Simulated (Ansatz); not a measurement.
AlBrHI

```yaml
atoms:
  - { symbol: Br, position_ang: [-2.0930, 0.0809, -0.6165] }
  - { symbol: Al, position_ang: [0.0664, 0.2009, -0.0168] }
  - { symbol: I, position_ang: [1.2091, -1.8582, 0.6803] }
  - { symbol: H, position_ang: [0.8175, 1.5764, -0.0469] }
```

Geometry: PBE0-D4/def2-TZVP; core potentials replace the inner electrons of I.

All numbers below come from RKS PBE0-D4/def2-TZVPP (Ansatz 0.2.0).

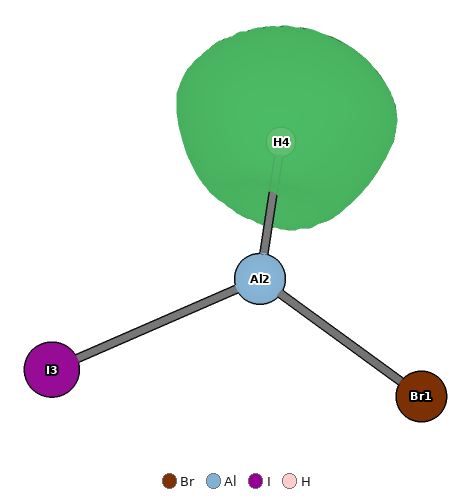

Figure 1. Isosurface of the electron localisation function at 0.9 (green), seen at a tilt. Core shells and regions of very low density are left out.

Question: What do the ELF domains correspond to?

Answer: At this value the surface marks out one region around a hydrogen nucleus. Profiles from the grid: Al–Br (2.24 Å): the ELF peaks at about 0.85 in the valence shell of Br, 1.2 Å from its nucleus, and is about 0.85 at the midpoint. Al–I (2.46 Å): the ELF peaks at about 0.85 in the valence shell of I, 1.3 Å from its nucleus, and is about 0.80 at the midpoint.

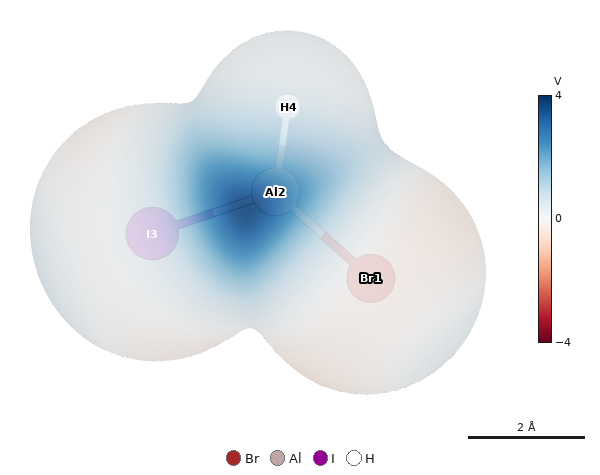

Figure 2. The molecular electrostatic potential painted on the density surface at 0.002 e/bohr³, seen at a tilt; the colour scale runs from red (negative) to blue (positive).

Question: Where is the surface potential most negative and most positive?

Answer: The most negative region (about −0.3 V) lies over Br1, the most positive (about +3.5 V) over Al2. Br1 shows a σ-hole: about +0.3 V at the tip opposite its bond, against about −0.2 V on its flanks. I3 shows a σ-hole: about +0.7 V at the tip opposite its bond, against about −0.1 V on its flanks.

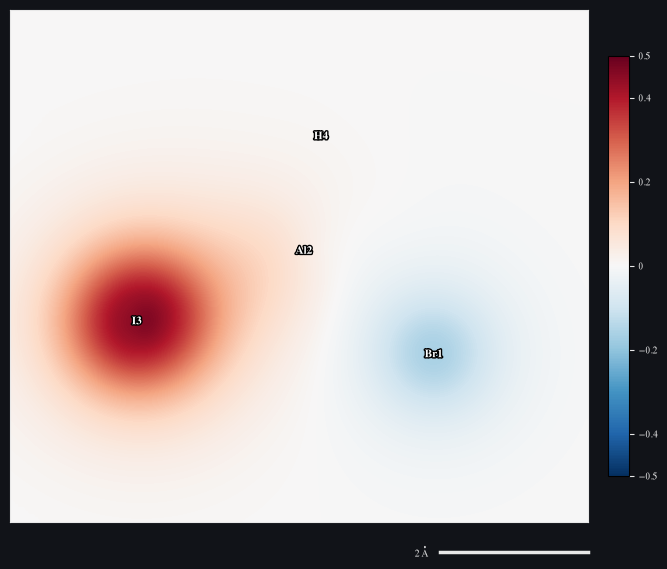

Figure 3. The HOMO−1 on a plane 0.8 Å above the molecular plane (values in Å⁻³ᐟ²; the overall sign is arbitrary).

Question: Where does this orbital lie, and at what energy?

Answer: By Hirshfeld shares it lies mainly on I3 (about 85 %) and Br1 (about 5 %); it changes sign across the molecular plane (π type). Its energy is −8.21 eV.
